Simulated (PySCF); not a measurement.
C₆H₄NP

```yaml
atoms:
  - { symbol: P, position_ang: [3.7634, 0.3935, -0.0656] }
  - { symbol: C, position_ang: [2.2136, 0.2325, -0.0410] }
  - { symbol: C, position_ang: [0.8212, 0.0865, -0.0169] }
  - { symbol: C, position_ang: [-0.0245, 1.2036, 0.0123] }
  - { symbol: C, position_ang: [-1.3906, 0.9940, 0.0357] }
  - { symbol: N, position_ang: [-1.9513, -0.2050, 0.0303] }
  - { symbol: C, position_ang: [-1.1540, -1.2612, 0.0027] }
  - { symbol: C, position_ang: [0.2257, -1.1821, -0.0199] }
  - { symbol: H, position_ang: [0.3902, 2.2002, 0.0164] }
  - { symbol: H, position_ang: [-2.0779, 1.8299, 0.0603] }
  - { symbol: H, position_ang: [-1.6527, -2.2218, -0.0010] }
  - { symbol: H, position_ang: [0.8380, -2.0708, -0.0393] }
```

Geometry: GFN2-xTB.

The calculation used PySCF 2.14.0, PBE0/pcSseg-1, SCF density, gas phase, non-relativistic.

Q: What will maps of the electron density and electron localisation function show?

A: C–N (1.32 Å): ρ at the midpoint is about 2.5 e/Å³; the ELF peaks at about 0.90 between the atoms (localised, covalent bonding).
C–C (1.38 Å): the density is about 2.1 e/Å³ at the midpoint; the ELF peaks at about 0.95 between the atoms: localised, covalent bonding.
C–P (1.56 Å): ρ at the midpoint is about 1.5 e/Å³; the ELF peaks at about 0.85 between the atoms; a covalent bond.
C–H (1.08 Å): the density is about 2 e/Å³ at the midpoint; the ELF climbs to about 1 towards the hydrogen, as it does in any bond to H (a covalent bond by its length).

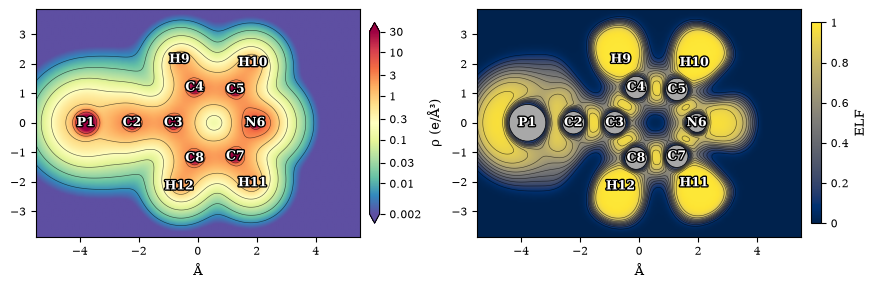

Computed electron density and electron localisation function on the molecular plane, in this order. Grey discs cover the atomic cores in the ELF map. 
